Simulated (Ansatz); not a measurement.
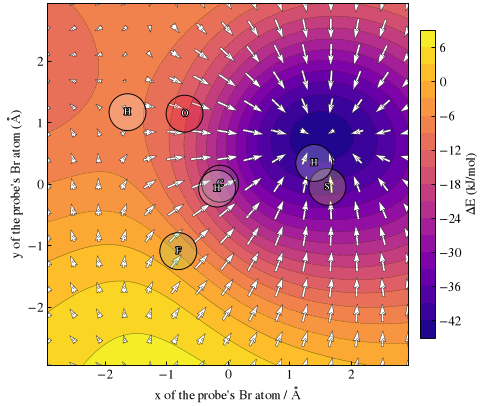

Energy landscape of CH₃FOS (SMILES OC(F)S) with the probe Br-. The probe is moved over a plane parallel to the molecule's main plane, 3.67 Å above it. First axis: x of the probe's Br atom. Second axis: y of the probe's Br atom. Nothing is relaxed (molecule and probe rigid). The grid has 15 × 15 points. Points are written as (first, second). Energies: kJ/mol, counted from molecule and probe far apart, each relaxed in its own basis (no counterpoise correction). Method: RKS PBE0-D4/def2-SVPD in Ansatz 0.2.0.

Drawn: filled contours, dots at the grid points, arrows along the force (downhill), their lengths compressed, labelled circles for the molecule's atoms, projected on the plane. Between grid points the surface is interpolated. 

Describe this landscape.

Answer. The lowest grid point is at (1.68 Å, 0.84 Å) [nearest 1 H at 2.37 Å], −43.5 kJ/mol from molecule and probe far apart, each relaxed in its own basis (no counterpoise correction). No other kind of well shows on this grid. The highest grid point, (−1.26 Å, −2.94 Å), lies 50.6 kJ/mol above the lowest. Near the minimum the curvatures are about 0.13 and 0.22 eV/Å² along the soft and the stiff direction.

The values on the grid:

| y of the probe's Br atom ↓, x of the probe's Br atom → | −2.94 | −2.52 | −2.10 | −1.68 | −1.26 | −0.84 | −0.42 | 0.00 | 0.42 | 0.84 | 1.26 | 1.68 | 2.10 | 2.52 | 2.94 |
| --- | --- | --- | --- | --- | --- | --- | --- | --- | --- | --- | --- | --- | --- | --- | --- |
| 2.94 | −9.5 | −8.9 | −8.1 | −7.4 | −6.9 | −7.0 | −7.8 | −9.4 | −11.3 | −13.2 | −14.5 | −15.1 | −14.8 | −13.8 | −12.3 |
| 2.52 | −10.1 | −9.5 | −8.7 | −7.9 | −7.7 | −8.2 | −9.9 | −12.6 | −15.7 | −18.6 | −20.5 | −21.2 | −20.6 | −19.0 | −16.7 |
| 2.10 | −10.4 | −9.8 | −9.0 | −8.3 | −8.3 | −9.6 | −12.4 | −16.5 | −21.1 | −25.1 | −27.7 | −28.4 | −27.4 | −25.0 | −21.7 |
| 1.68 | −10.4 | −9.8 | −9.0 | −8.5 | −8.9 | −11.0 | −15.1 | −20.8 | −26.8 | −31.9 | −35.0 | −35.6 | −34.1 | −30.9 | −26.7 |
| 1.26 | −9.9 | −9.3 | −8.6 | −8.4 | −9.4 | −12.3 | −17.6 | −24.6 | −31.8 | −37.5 | −40.7 | −41.1 | −39.2 | −35.6 | −30.8 |
| 0.84 | −9.0 | −8.5 | −7.9 | −8.0 | −9.5 | −13.2 | −19.3 | −27.0 | −34.6 | −40.4 | −43.3 | −43.5 | −41.6 | −38.0 | −33.2 |
| 0.42 | −7.7 | −7.2 | −6.8 | −7.1 | −9.0 | −13.0 | −19.4 | −27.2 | −34.5 | −39.7 | −42.2 | −42.3 | −40.7 | −37.7 | −33.3 |
| 0.00 | −6.0 | −5.5 | −5.2 | −5.6 | −7.5 | −11.6 | −17.7 | −24.9 | −31.5 | −36.0 | −38.1 | −38.2 | −37.1 | −34.8 | −31.2 |
| −0.42 | −4.0 | −3.4 | −3.1 | −3.5 | −5.2 | −8.8 | −14.2 | −20.5 | −26.3 | −30.3 | −32.2 | −32.5 | −31.9 | −30.3 | −27.5 |
| −0.84 | −2.0 | −1.3 | −0.8 | −1.0 | −2.4 | −5.3 | −9.7 | −15.0 | −19.9 | −23.4 | −25.3 | −26.0 | −25.8 | −24.7 | −22.7 |
| −1.26 | 0.0 | 0.7 | 1.3 | 1.4 | 0.5 | −1.7 | −5.1 | −9.3 | −13.3 | −16.4 | −18.4 | −19.3 | −19.4 | −18.8 | −17.4 |
| −1.68 | 1.6 | 2.5 | 3.2 | 3.4 | 2.9 | 1.4 | −1.0 | −4.2 | −7.3 | −10.0 | −11.8 | −12.9 | −13.3 | −13.1 | −12.2 |
| −2.10 | 3.0 | 3.9 | 4.6 | 5.0 | 4.8 | 3.9 | 2.2 | −0.1 | −2.4 | −4.5 | −6.2 | −7.2 | −7.8 | −7.9 | −7.5 |
| −2.52 | 4.1 | 4.9 | 5.7 | 6.1 | 6.2 | 5.6 | 4.5 | 3.0 | 1.3 | −0.3 | −1.6 | −2.6 | −3.3 | −3.6 | −3.6 |
| −2.94 | 4.9 | 5.7 | 6.4 | 6.9 | 7.1 | 6.8 | 6.2 | 5.2 | 4.0 | 2.8 | 1.8 | 0.9 | 0.2 | −0.2 | −0.5 |

The whole map (225 points run) took 30 min on 1 thread of Intel(R) Xeon(R) 6975P-C (Granite Rapids), on a shared host.
